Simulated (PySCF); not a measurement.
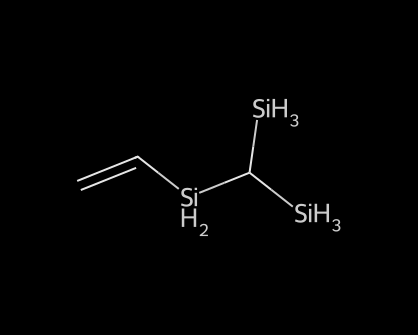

Computed geometry: GFN2-xTB optimisation. No frequency run is at hand to confirm it as a minimum. Method: CAM-B3LYP/def2-SVPD, gas phase (PySCF 2.14.0). Excitations: vertical, linear response.

Predict the main results.

The species is C₃H₁₂Si₃ (`C=C[SiH2]C([SiH3])[SiH3]`).
- dipole moment: 0.93 D
- HOMO energy (Kohn–Sham orbital): −9.24 eV
- LUMO energy (Kohn–Sham orbital): 0.58 eV
- HOMO–LUMO gap: 9.83 eV
- mean static polarisability: 117.0 bohr³
- lowest vertical singlet excitation: 6.64 eV
- its oscillator strength: 0.018
- brightest of the 8 lowest singlets: 7.15 eV
- its oscillator strength: 0.51

The geometry is semi-empirical. Around Si such bond lengths and angles can be off by a tenth of an ångström or more and by several degrees, and values that hang on the shape move with them.
